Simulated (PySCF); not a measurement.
# One shape, several levels: H2O2 (hydrogen peroxide)

Wanted: a comparison of 4 runs (UPBE0/STO-3G, UMP2/STO-3G, NEVPT2(14,10)/STO-3G, FCI/STO-3G) of H2O2 (hydrogen peroxide). The job is set up through a Python script.

The results are computed with PySCF 2.14.0.

8 further runs of the same task are left out: 8 set aside as unsound or not needed.

### Step 1. Starting point

The species is H2O2 (4 atoms), meant as a singlet with charge 0. As SMILES, `OO`. The O2–H4 distance was set to 1.447 Å, away from the relaxed value. At this shape a bond of the SMILES string is far longer than usual.

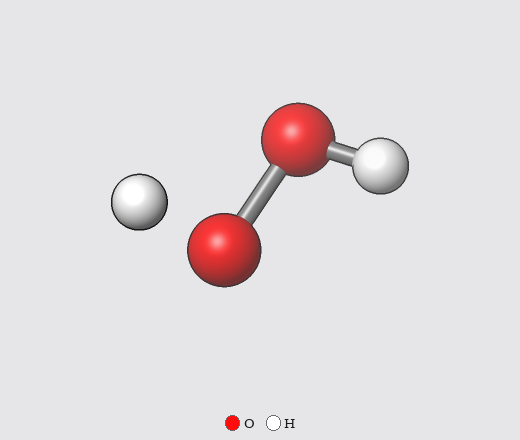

The structure, seen from a chosen angle (oxygen red, hydrogen white).

### Step 2. A single-point energy at UPBE0/STO-3G (run 1)

calc.py reads:

```python
from pyscf import gto, dft

molecule = gto.M(
    atom='''
O     -1.112493    -1.326223     0.919403
O     -0.101301     1.148373     1.252561
H      0.159671    -2.338927     1.744835
H      0.476400     1.832656    -1.332068
''',
    verbose=3,
    unit='bohr',
    max_memory=1860,
    basis='sto-3g',
    charge=0,
)

mf = dft.UKS(molecule, xc='pbe0')
mf.grids.level = 5
mf.conv_tol = 1e-10
mf.kernel()
if not mf.converged:
    mf = mf.newton().run(mf.mo_coeff, mf.mo_occ)
for _ in range(3):
    mo, _, stable, _ = mf.stability(return_status=True)
    if stable:
        break
    mf.kernel(mf.make_rdm1(mo, mf.mo_occ))

etot = mf.e_tot
print('E = %.10f Eh' % etot)
```

Started as:

```console
$ OMP_NUM_THREADS=1 python calc.py
```

The log of the run:

```text
converged SCF energy = -149.245694935043  <S^2> = 2.4414248e-11  2S+1 = 1
<class 'pyscf.dft.uks.UKS'> wavefunction is stable in the internal stability analysis
E = -149.2456949350 Eh
```

It took 5.7 s on 1 thread of Arm Neoverse V2, shared host; peak memory 0.34 GiB.

### Step 3. The energy at UMP2/STO-3G (run 2)

run.py reads:

```python
from pyscf import gto, mp

mol = gto.M(
    atom='O -0.588706 -0.701807 0.486527; O -0.053606 0.607693 0.662827; H 0.084494 -1.237707 0.923327; H 0.252100 0.969800 -0.704900',
    charge=0,
    verbose=3,
    max_memory=1860,
    basis='sto-3g',
)

calc0 = mol.UHF()
calc0.conv_tol = 1e-10
calc0.kernel()
if not calc0.converged:
    calc0 = calc0.newton().run(calc0.mo_coeff, calc0.mo_occ)
for _ in range(3):
    mo, _, stable, _ = calc0.stability(return_status=True)
    if stable:
        break
    calc0.kernel(calc0.make_rdm1(mo, calc0.mo_occ))

pt = mp.MP2(calc0, frozen=2).run()
etot = pt.e_tot
print('E = %.10f Eh' % etot)
```

Started as:

```console
$ OMP_NUM_THREADS=1 python run.py
```

The log of the run:

```text
converged SCF energy = -148.657072260165  <S^2> = 5.2150995e-10  2S+1 = 1
<class 'pyscf.scf.uhf.UHF'> wavefunction has an internal instability
converged SCF energy = -148.677974432535  <S^2> = 0.53521454  2S+1 = 1.7722466
<class 'pyscf.scf.uhf.UHF'> wavefunction is stable in the internal stability analysis
E(UMP2) = -148.749241620007  E_corr = -0.071267187471652
E(SCS-UMP2) = -148.757467114289  E_corr = -0.0794926817540291
E = -148.7492416200 Eh
```

Run time: 0.7 s. Hardware: 1 thread of Arm Neoverse V2, shared host; peak memory 0.12 GiB.

Run 3 isn't shown in full; the table further down has it.

### Step 4. The energy at FCI/STO-3G (run 4)

mol.xyz reads:

```xyz
4
H2O2
O     -0.588706    -0.701807     0.486527
O     -0.053606     0.607693     0.662827
H      0.084494    -1.237707     0.923327
H      0.252100     0.969800    -0.704900
```

job.py reads:

```python
from pyscf import gto, scf, mcscf

mol = gto.M(
    atom='mol.xyz',
    basis='sto-3g',
    verbose=4,
    max_memory=1860,
)

mf = scf.RHF(mol)
mf.conv_tol = 1e-10
mf.kernel()
if not mf.converged:
    mf = mf.newton().run(mf.mo_coeff, mf.mo_occ)

cas = mcscf.CASCI(mf, mf.mo_coeff.shape[-1] - 2, (mol.nelec[0] - 2, mol.nelec[1] - 2))  # full CI above the frozen core
cas.fix_spin_(ss=0.0)
cas.kernel()
e_tot = cas.e_tot
print(f'total energy: {e_tot:.8f} hartree')
```

Started as:

```console
$ OMP_NUM_THREADS=1 python job.py
```

The log of the run:

```text
PySCF version 2.14.0

[... 60 lines left out ...]
converged SCF energy = -148.657072260188
[... 1 line left out ...]
******** <class 'pyscf.mcscf.casci.CASCI'> ********
CAS (7e+7e, 10o), ncore = 2, nvir = 0
natorb = False
canonicalization = True
sorting_mo_energy = False
******** <class 'pyscf.fci.addons.SpinPenaltyFCISolver'> ********
max. cycles = 200
conv_tol = 1e-08
davidson only = True
linear dependence = 1e-12
level shift = 0.001
max iter space = 12
nroots = 1
pspace_size = 400
spin = None
Density matrix diagonal elements [1.9925737  1.99085062 1.97566141 1.93916891 1.95302475 1.96898275
 1.89531203 0.17993017 0.07379689 0.03069877]
CASCI converged
CASCI E = -148.815977762723  E(CI) = -54.0845130819506  S^2 = 0.0000000
total energy: -148.81597776 hartree
```

Wall time 0.91 s (1 thread of Arm Neoverse V2, shared host); peak memory 0.12 GiB.

### Step 5. Overview of the runs

```tsv
run	level	integration grid	frozen core orbitals	energy (Eh)	dipole moment (D) of the reference	HOMO energy (eV)	LUMO energy (eV)	wall time
1	UPBE0/STO-3G	5	–	-149.245695	1.34	-3.97	2.64	5.7 s
2	UMP2/STO-3G	–	2	-148.749242	1.34	-9.85	9.62	0.7 s
3	NEVPT2(14,10)/STO-3G	–	–	-148.816097	1.39	-9.30	7.58	9.6 s
4	FCI/STO-3G	–	2	-148.815978	1.39	-9.30	7.58	0.91 s
```

### Step 6. Results

```
                                          quantity          value
                               run 4: total energy  -148.81598 Eh
       run 4: dipole moment (Hartree–Fock density)         1.39 D
        run 4: HOMO energy (Hartree–Fock orbitals)       -9.30 eV
        run 4: LUMO energy (Hartree–Fock orbitals)        7.58 eV
      run 4: HOMO–LUMO gap (Hartree–Fock orbitals)       16.88 eV
run 4: correlation energy (2 core orbitals frozen)     -158.9 mEh
```

In words: Against full CI in this basis: UMP2 +66.7 mEh. In runs 1, 2, 3, 4 the basis is minimal, so the values are rough. Spin contamination of the reference: run 2 ⟨S²⟩ = 0.54. All runs together took 17 s, the longest 9.6 s.
